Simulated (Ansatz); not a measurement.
**C₃H₅FO: basis-set convergence**

How large a basis does C₃H₅FO need? Two functionals are run in growing sets.

Method: one geometry, several basis sets; program: Ansatz 0.2.0, Gaussian basis.

Levels to be run: PBE0-D4/def2-SVP; ωB97M-V/def2-SVP; PBE0-D4/def2-QZVPP; ωB97M-V/def2-QZVPP; the functionals' def2-TZVPP values are taken from earlier runs.

**1. The geometry**

An earlier PBE0-D4 in a triple-zeta def2 set relaxation fixed the geometry.

SMILES `FCC1CO1`, 10 atoms, charge 0, spin multiplicity 1.

Atoms are counted from 1 here; the program's logs count them from 0.

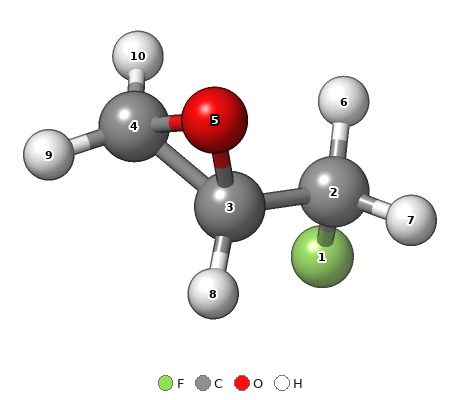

The structure; fluorine green, carbon grey, oxygen red, hydrogen white; atoms are numbered from 1 in the order of the file.

**2. PBE0-D4 in def2-SVP**

Input file in.yaml:

```yaml
crystal:
  periodic: [false, false, false]
  atoms:
    - {symbol: F, position_ang: [-2.104795, -0.218784, 0.267593]}
    - {symbol: C, position_ang: [-0.977230, 0.550928, 0.480555]}
    - {symbol: C, position_ang: [0.079226, 0.181687, -0.513596]}
    - {symbol: C, position_ang: [1.100686, -0.804802, -0.186092]}
    - {symbol: O, position_ang: [1.389741, 0.584587, -0.159893]}
    - {symbol: H, position_ang: [-0.614760, 0.374917, 1.497328]}
    - {symbol: H, position_ang: [-1.263092, 1.602137, 0.377156]}
    - {symbol: H, position_ang: [-0.182664, 0.333409, -1.559460]}
    - {symbol: H, position_ang: [1.580517, -1.362308, -0.985647]}
    - {symbol: H, position_ang: [1.075471, -1.292971, 0.785155]}
basis:
  gaussian: {orbitals: def2-SVP}
hamiltonian: {xc: pbe0, dispersion: d4}
output: {orbitals: {seedname: orbitals}}
```

On the command line:

```
> ansatz run in.yaml --threads 4 --pin off --events-out ev --progress --plain --max-ram 10444MiB
```

Further steps of the session: ωB97M-V in def2-SVP; PBE0-D4 in def2-QZVPP; ωB97M-V in def2-QZVPP.

Before running them: what should the planned runs give, taken together? Wanted: PBE0-D4: double and triple zeta above quadruple; ωB97M-V: double and triple zeta above quadruple.

**Answer**, as computed:

| quantity | value |
| --- | --- |
| PBE0-D4: double and triple zeta above quadruple | 9.78, 0.43 eV |
| ωB97M-V: double and triple zeta above quadruple | 10.07, 0.42 eV |

**Reading.** For PBE0-D4 the step from double to triple zeta gains 9.35 eV and the next only 0.43 eV. These are total energies; as a rule much of such shifts cancels in differences, which this series doesn't test. The LUMO of ωB97M-V is positive and keeps falling with the basis (3.78 to 2.03 eV): an unbound level that the basis holds in place.
